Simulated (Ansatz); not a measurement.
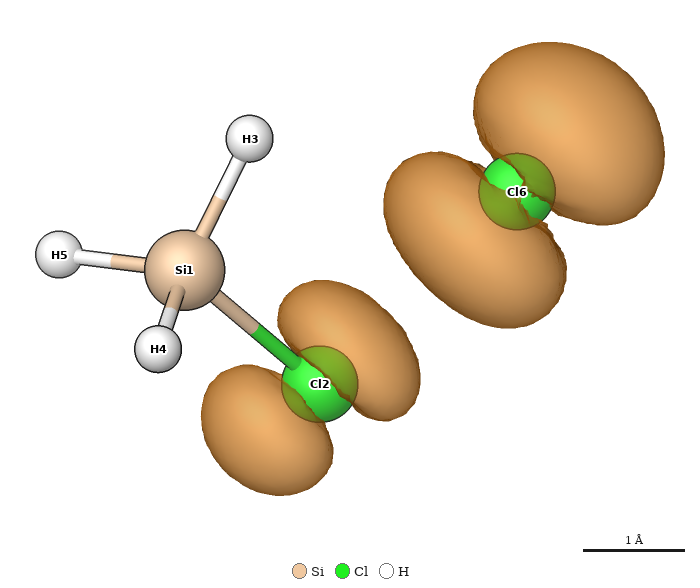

The picture shows: ClH3Si···Cl (doublet). Isosurface of the spin density (α minus β) at +0.02 e/Å³ (orange), seen at a tilt.

Level of theory: UKS PBE/def2-SVP in Ansatz.

```xyz
6

Si   -0.0923    0.0000    0.2531
Cl   -1.2388    0.0000    2.0322
H     1.3489    0.0000    0.6410
H    -0.4710    1.2328   -0.5088
H    -0.4710   -1.2328   -0.5088
Cl    0.9255    0.0000    3.7326
```

Question: Which atoms carry the spin?

Answer: The unpaired spin (1 electron) lies mostly on Cl6 (about 0.8) and Cl2 (about 0.2), in electrons by Hirshfeld's partition.
